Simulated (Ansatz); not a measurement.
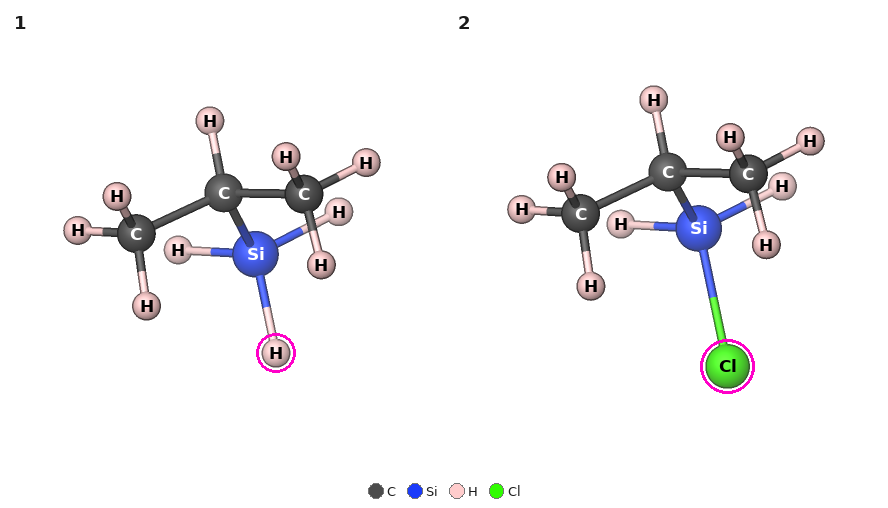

2 molecules with one skeleton, seen from the same side and at one scale; the atom that differs is circled. Charge 0, singlet. Computed geometries: PBE0-D4/def2-TZVP optimisations, one conformation each. Properties computed with Ansatz 0.2.0.

One atom differs, called X below: H in panel 1, Cl in panel 2. Their formulas are C3H10Si (`CC(C)[SiH3]`), C3H9ClSi (`CC(C)[SiH2]Cl`).

**In which is the dipole moment larger (PBE-D4/def2-TZVPP)?**

In panel 2 (X = Cl).

**In which is the length of X–Si larger (PBE0-D4/def2-TZVP)?**

In panel 2 (X = Cl).

Give the values. With PBE0-D4/def2-TZVP: length of X–Si (Å), mean angle H–Si–X (°). With PBE-D4/def2-TZVPP: dipole moment (D), HOMO energy (Kohn–Sham orbital) (eV), HOMO–LUMO gap (eV).

```csv
quantity,1 (H),2 (Cl),2 − 1
length of X–Si (Å),1.490,2.065,+0.575
mean angle H–Si–X (°),108.4,107.1,−1.3
dipole moment (D),0.93,1.86,+0.93
HOMO energy (Kohn–Sham orbital) (eV),−6.88,−6.93,−0.05
HOMO–LUMO gap (eV),6.77,6.42,−0.35
```
